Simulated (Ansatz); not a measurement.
The relaxed structure here is a generated cell of ZnSiP2: the first start was made by placing the elements on the sites of a structure type, and the end was not matched to a known phase here, so it may be hypothetical.

One stationary structure of ZnSiP2. Method: PBEsol (plane waves to 420 eV, PAW, scalar-relativistic; Ansatz, a program for electronic structure).

```cif
data_P4Si2Zn2
_chemical_formula_sum 'Zn2 P4 Si2'
_space_group_name_H-M_alt 'P1'
_space_group_IT_number 1
_space_group_name_Hall 'P 1'
_cell_length_a 5.12094
_cell_length_b 5.72785
_cell_length_c 6.11455
_cell_angle_alpha 110.971
_cell_angle_beta 99.873
_cell_angle_gamma 106.227
loop_
_atom_site_label
_atom_site_type_symbol
_atom_site_symmetry_multiplicity
_atom_site_Wyckoff_symbol
_atom_site_fract_x
_atom_site_fract_y
_atom_site_fract_z
_atom_site_occupancy
Zn1 Zn 1 a 0.81878 0.37829 0.13451 1
P1 P 1 a 0.01622 0.03750 0.97009 1
Si1 Si 1 a 0.24425 0.54053 0.78627 1
Si2 Si 1 a 0.49425 0.98894 0.49165 1
P2 P 1 a 0.13581 0.77857 0.13177 1
Zn2 Zn 1 a 0.62496 0.70420 0.64075 1
P3 P 1 a 0.36306 0.20573 0.83776 1
P4 P 1 a 0.80265 0.36624 0.50719 1
```

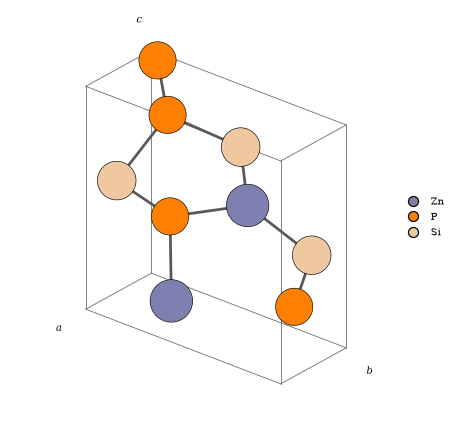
The conventional cell of the relaxed structure

```yaml
volume_per_atom: 19.16 Å³
band_gap: 0.68 eV, indirect (valence top at k = (0.4286, 0.2857, -0.3333), conduction bottom at Z) (no spin-orbit coupling)
smallest_direct_gap: 0.89 eV at k = (0.2857, 0.2857, -0.3333)
shortest_distances: P–P 2.20 Å; P–Si 2.25 Å; P–Zn 2.31 Å; Si–Zn 2.32 Å
k-mesh: 7×7×6
```

Band energies at high-symmetry points (eV from the VBM; labels of this space group; no spin-orbit coupling), from −5 eV up to 3.7 eV:

```tsv
point	energies
Γ	-4.59 -4.36 -4.12 -3.64 -1.79 -1.59 -1.07 -0.46 1.41 1.70 1.98 2.60 2.78
X	-4.97 -4.16 -3.59 -2.90 -2.63 -1.92 -1.44 -0.31 1.99 2.21 2.44 2.99 3.35
Y	-4.91 -4.34 -4.12 -3.44 -2.88 -2.62 -1.97 -1.63 -1.29 1.25 1.48 1.83 2.02 3.09 3.29
Z	-4.83 -4.16 -3.68 -3.02 -2.75 -2.57 -1.65 -1.55 -0.64 0.68 1.02 1.42 1.86 2.44 3.10 3.69
R2	-4.38 -3.68 -3.23 -2.53 -2.05 -1.01 -0.57 -0.14 1.46 1.49 2.49 2.77 3.15 3.38 3.53
T2	-4.84 -3.94 -3.80 -3.42 -2.81 -2.53 -2.10 -1.23 -0.57 1.13 1.77 1.89 2.31 2.52 3.25 3.66
U2	-4.34 -3.84 -3.27 -2.82 -1.80 -1.59 -1.55 -0.28 1.55 1.77 2.49 3.16 3.43 3.69
V2	-4.67 -4.52 -3.77 -3.36 -2.89 -2.47 -1.63 -1.13 -0.42 1.17 2.13 2.49 2.69 3.10 3.33 3.63
```

No spin polarisation in the result.

It was reached from a disturbed copy of a I-42d (No. 122) cell (chalcopyrite type), against which it lies +0.227 eV/atom.
